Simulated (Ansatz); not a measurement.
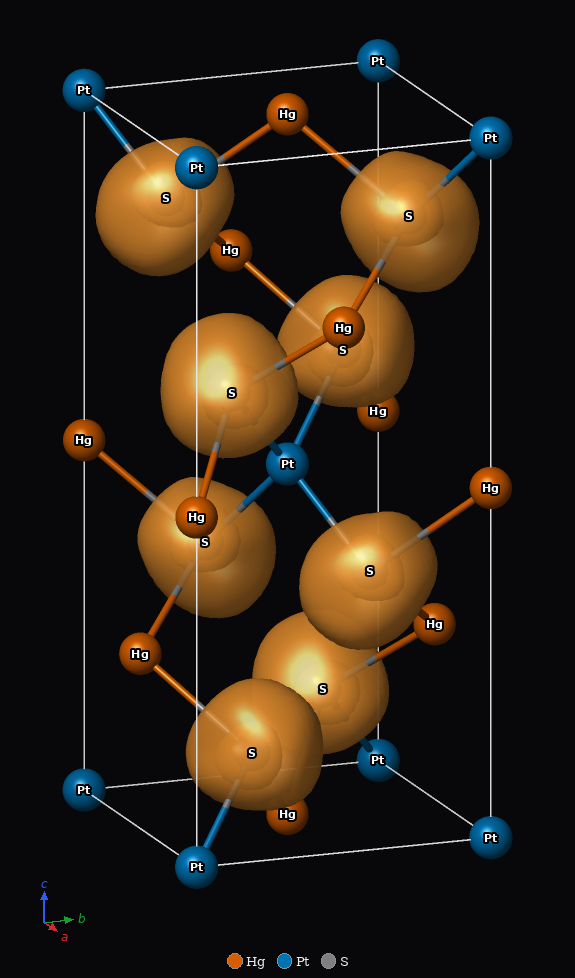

*Hg2PtS4. Isosurface of the electron localisation function at 0.7 (orange), seen slightly off an axis. Only the valence region is drawn (cores and ρ < 0.01 e/Å³ removed). Sticks mark near contacts.*

Space group I-4; a structure from a database of computed crystals, not necessarily the ambient phase; started from the Al2ZnS4-82 prototype, which need not be the ambient phase.

All numbers below come from DFT, r2SCAN+rVV10, plane waves, PAW (Ansatz).

Core electrons are frozen (PAW), and the valence fields are smoothed inside the atomic spheres.

### Describe the localisation domains.

The ELF exceeds this value in eight regions wrapped around S (the valence shell of each), counted in one cell of 14 atoms. Regions shared between cells count once.

Values along the shortest contacts:
Pt–S (2.27 Å): the ELF peaks at about 0.80 in the valence shell of S, 0.8 Å from its nucleus, and is about 0.45 at the midpoint. Hg–S (2.54 Å): the ELF peaks at about 0.85 in the valence shell of S, 0.8 Å from its nucleus, and drops to about 0.20 between the two atoms.
